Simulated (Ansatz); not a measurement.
**One shape, several levels: quartet BH2O**

Wanted: a comparison of 6 runs (U-wB97X/cc-pVTZ, UBHLYP/cc-pVTZ, UPBE-QIDH/cc-pVTZ, UPBE0/cc-pVTZ, UMP2/cc-pVTZ, UCCSD(T)/cc-pVTZ) of quartet BH2O. 

The results are computed with Ansatz 0.2.0.

50 further runs of the same task are left out: 50 set aside as unsound or not needed.

**1. The molecule**

BH2O: 4 atoms, total charge 0, spin state quartet. As SMILES of the parent species, `[BH]O`. The shape is that of a PBE0-D4/def2-TZVP optimisation. That shape belongs to the parent species and isn't relaxed for this state.

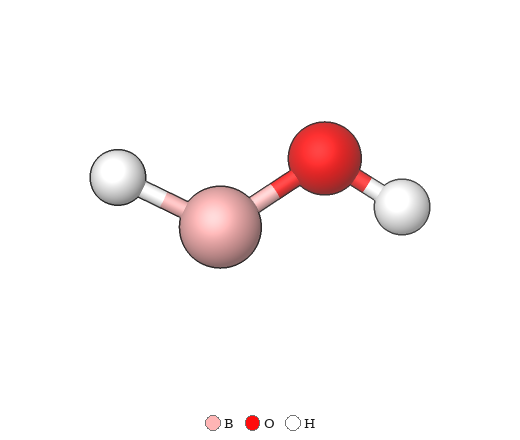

The structure, seen from a chosen angle (boron pink, oxygen red, hydrogen white).

**2. The energy at U-wB97X/cc-pVTZ (run 1)**

job.yaml

```yaml
crystal:
  periodic: [false, false, false]
  atoms:
    - symbol: B
      position_ang: [-0.006100, -0.485500, 0.388300]
    - symbol: O
      position_ang: [0.119700, 0.544500, -0.448600]
    - symbol: H
      position_ang: [-1.064200, -1.032400, 0.540300]
    - symbol: H
      position_ang: [1.006100, 0.913200, -0.500300]
basis:
  gaussian:
    orbitals: cc-pVTZ
total_charge: 0
magnetization:
  spin_polarized: true
  initial_magnetization: 3
hamiltonian:
  xc: {name: wB97X}
accuracy: high
output:
  orbitals: {seedname: orbitals}
```

Started as:

```bash
$ ansatz run job.yaml --threads 1 --pin off --max-ram 3480MiB --events-out events.jsonl --progress --plain --runs-dir runs
```

What it wrote:

```text
Warning: RAYON_NUM_THREADS=1 ignored (pool sized by the plan → 1); use --threads N
Functional definition: wB97X
  name "wB97X"
  parameter omega = 0.3/bohr
  parameter cx = 0.157706
  parameter cx1 = 0.726479
  parameter cx2 = 1.04760
  parameter cx3 = -5.70635
  parameter cx4 = 13.2794
  parameter css1 = -4.33879
  parameter css2 = 18.2308
  parameter css3 = -31.7430
  parameter css4 = 17.2901
  parameter cos1 = 2.37031
  parameter cos2 = -11.3995
  parameter cos3 = 6.58405
  parameter cos4 = -3.78132
  exchange = spin_sum(e_x_unif_sr(omega)*poly(b97_u_x, 1 - cx, cx1, cx2, cx3, cx4)) + cx*exact_x_sr(omega)
      + exact_x_lr(omega)
  correlation = spin_sum(e_c_pw_same_spin*poly(b97_u_same, 1, css1, css2, css3, css4))
      + integral(e_c_pw_opposite_spin*poly(b97_u_opposite, 1, cos1, cos2, cos3, cos4))
1459 factors; integrals over basis functions are off by at most 3.0e-9 eV
238 factors; integrals over basis functions are off by at most 2.0e-9 eV
mean field evaluation 1: about -2745.5978 eV, gradient 1.4e1 eV
mean field evaluation 2: about -2746.7806 eV, gradient 4.5e0 eV
mean field evaluation 4: about -2746.9137 eV, gradient 6.5e-1 eV
mean field evaluation 8: about -2746.9182 eV, gradient 2.9e-2 eV
mean field evaluation 16: about -2746.9182 eV, gradient 5.1e-3 eV
mean field evaluation 32: about -2747.0063 eV, gradient 2.6e-8 eV
mean field -2747.00626639 eV, -100.9506183019 hartree, gradient 2.6e-8 eV, S^2 3.756565; 4 other end points of the search recorded, 0 dependent functions left out
reference -2747.00626566 eV, -100.9506182754 hartree; 9, 6 occupied and 79, 82 virtual orbitals, 1459 factors
Total energy: -2747.00626566 eV, -100.9506182754 hartree
```

It took 45 s on 1 thread of Arm Neoverse V1, shared host; peak memory 0.4 GiB.

**3. A single-point energy at UBHLYP/cc-pVTZ (run 2)**

in.yaml

```yaml
crystal:
  periodic: [false, false, false]
  atoms:
    - symbol: B
      position_ang: [-0.006100, -0.485500, 0.388300]
    - symbol: O
      position_ang: [0.119700, 0.544500, -0.448600]
    - symbol: H
      position_ang: [-1.064200, -1.032400, 0.540300]
    - symbol: H
      position_ang: [1.006100, 0.913200, -0.500300]
basis:
  gaussian:
    orbitals: cc-pVTZ
magnetization:
  spin_polarized: true
  initial_magnetization: 3
accuracy: high
hamiltonian:
  xc: {name: BHLYP}
output:
  orbitals: {seedname: orbitals}
```

Started as:

```bash
$ ansatz run in.yaml --threads 1 --pin off --max-ram 3480MiB --events-out events.jsonl --progress --plain --runs-dir runs
```

What it wrote:

```text
Warning: RAYON_NUM_THREADS=1 ignored (pool sized by the plan → 1); use --threads N
Functional definition: BHLYP
  name "BHLYP"
  parameter a = 0.5
  exchange = (1 - a)*b88_x + a*exact_x
  correlation = lyp_c
1459 factors; integrals over basis functions are off by at most 3.0e-9 eV
mean field evaluation 1: about -2745.2437 eV, gradient 1.5e1 eV
mean field evaluation 2: about -2746.5089 eV, gradient 6.2e0 eV
mean field evaluation 4: about -2746.7457 eV, gradient 4.7e-1 eV
mean field evaluation 8: about -2746.7502 eV, gradient 2.1e-2 eV
mean field evaluation 16: about -2746.7502 eV, gradient 1.9e-4 eV
mean field evaluation 32: about -2746.7502 eV, gradient 1.7e-7 eV
mean field -2746.75020648 eV, -100.9412082739 hartree, gradient 5.3e-8 eV, S^2 3.756178; 6 other end points of the search recorded, 0 dependent functions left out
reference -2746.75022638 eV, -100.9412090055 hartree; 9, 6 occupied and 79, 82 virtual orbitals, 1459 factors
Total energy: -2746.75022638 eV, -100.9412090055 hartree
```

Run time: 6.6 s. Hardware: 1 thread of Arm Neoverse V1, shared host; peak memory 0.21 GiB.

Runs 3 to 4 aren't shown in full; the table further down has their settings and results.

**4. A single-point energy at UMP2/cc-pVTZ (run 5)**

input.yaml

```yaml
crystal:
  periodic: [false, false, false]
  atoms:
    - {symbol: B, position_ang: [-0.006100, -0.485500, 0.388300]}
    - {symbol: O, position_ang: [0.119700, 0.544500, -0.448600]}
    - {symbol: H, position_ang: [-1.064200, -1.032400, 0.540300]}
    - {symbol: H, position_ang: [1.006100, 0.913200, -0.500300]}
basis:
  gaussian: {orbitals: cc-pVTZ}
magnetization: {spin_polarized: true, initial_magnetization: 3}
correlation: {method: mp2, frozen_orbitals: {B: 1, H: 0, O: 1}}
accuracy: high
```

Started as:

```bash
$ ansatz run input.yaml --threads 1 --pin off --max-ram 3480MiB --events-out events.jsonl --progress --plain --runs-dir runs
```

What it wrote:

```text
Warning: RAYON_NUM_THREADS=1 ignored (pool sized by the plan → 1); use --threads N
Functional definition: HF
  name "HF"
  exchange = exact_x
  correlation = 0
1459 factors; integrals over basis functions are off by at most 3.0e-9 eV
mean field evaluation 1: about -2732.2698 eV, gradient 1.6e1 eV
mean field evaluation 2: about -2732.2752 eV, gradient 1.6e1 eV
mean field evaluation 4: about -2734.3029 eV, gradient 2.4e0 eV
mean field evaluation 8: about -2734.3877 eV, gradient 1.7e-1 eV
mean field evaluation 16: about -2734.2134 eV, gradient 2.7e0 eV
mean field -2734.38839755 eV, -100.4869201748 hartree, gradient 8.6e-8 eV, S^2 3.763112; 4 other end points of the search recorded, 0 dependent functions left out
2 core orbitals not correlated: weight in the atoms' cores, before any rotation towards them, 1.000 or more for the frozen orbitals, at most 0.000 for the correlated occupied ones
reference -2734.38839755 eV, -100.4869201748 hartree; 7, 4 occupied and 79, 82 virtual orbitals, 1459 factors
second order -7.16254728 eV of doubles, -0.00000000 eV of singles
Total energy: -2741.55094483 eV, -100.7501389325 hartree
```

Run time: 2.4 s. Hardware: 1 thread of Arm Neoverse V1, shared host; peak memory 0.17 GiB.

**5. The energy at UCCSD(T)/cc-pVTZ (run 6)**

in.yaml

```yaml
crystal:
  periodic: [false, false, false]
  atoms:
    - {symbol: B, position_ang: [-0.006100, -0.485500, 0.388300]}
    - {symbol: O, position_ang: [0.119700, 0.544500, -0.448600]}
    - {symbol: H, position_ang: [-1.064200, -1.032400, 0.540300]}
    - {symbol: H, position_ang: [1.006100, 0.913200, -0.500300]}
basis:
  gaussian:
    orbitals: cc-pVTZ
magnetization:
  spin_polarized: true
  initial_magnetization: 3
correlation:
  method: ccsd_t
  frozen_orbitals: {B: 1, H: 0, O: 1}
accuracy: high
scf:
  omitted_lower_state_checks: [cluster_reference, increment]
```

Started as:

```bash
$ ansatz run in.yaml --threads 1 --pin off --max-ram 3480MiB --events-out events.jsonl --progress --plain --runs-dir runs
```

What it wrote (excerpt; [...] marks lines left out):

```text
Warning: RAYON_NUM_THREADS=1 ignored (pool sized by the plan → 1); use --threads N
[... 2 set-up lines as earlier in the session ...]
[...]
1459 factors; integrals over basis functions are off by at most 3.0e-9 eV
[...]
mean field -2734.38839755 eV, -100.4869201748 hartree, gradient 8.6e-8 eV, S^2 3.763112; 4 other end points of the search recorded, 0 dependent functions left out
2 core orbitals not correlated: weight in the atoms' cores, before any rotation towards them, 1.000 or more for the frozen orbitals, at most 0.000 for the correlated occupied ones
reference -2734.38839755 eV, -100.4869201748 hartree; 7, 4 occupied and 79, 82 virtual orbitals, 1459 factors
second order -7.16254728 eV of doubles, -0.00000000 eV of singles
cycle   1  -7.65368161 eV  change   -4.9e-1 eV  update   4.9e-2
[...]
cycle  35  -7.87807343 eV  change   2.6e-11 eV  update   1.3e-9
perturbative correction -0.20999869 eV, -0.0077173094 hartree
Total energy: -2742.47646966 eV, -100.7841513428 hartree
Checks for a lower state left out: cluster_reference, increment
```

Wall time 29 s (1 thread of Arm Neoverse V1, shared host); peak memory 0.94 GiB.

**6. All runs side by side**

```tsv
run	level	frozen core orbitals	energy (Eh)	HOMO energy (eV)	⟨S²⟩	wall time
1	U-wB97X/cc-pVTZ	–	-100.950618	-5.82	3.757	45 s
2	UBHLYP/cc-pVTZ	–	-100.941209	-4.44	3.756	6.6 s
3	UPBE-QIDH/cc-pVTZ	2	-100.852284	-5.43	3.759	6 s
4	UPBE0/cc-pVTZ	–	-100.877496	-3.71	3.755	6.3 s
5	UMP2/cc-pVTZ	2	-100.750139	–	3.763	2.4 s
6	UCCSD(T)/cc-pVTZ	2	-100.784151	–	3.763	29 s
```

**7. Summary of results**

| quantity | value |
| --- | --- |
| run 6: total energy | -100.78415 Eh |
| run 6: correlation energy (2 core orbitals frozen) | -297.2 mEh |
| run 6: (T) correction | -7.72 mEh |
| run 6: ⟨S²⟩ of the reference determinant | 3.763 |
| run 6: T1 diagnostic | 0.011 |

Totals of different functionals can't be ranked against each other. All runs together took 95 s, the longest 45 s.
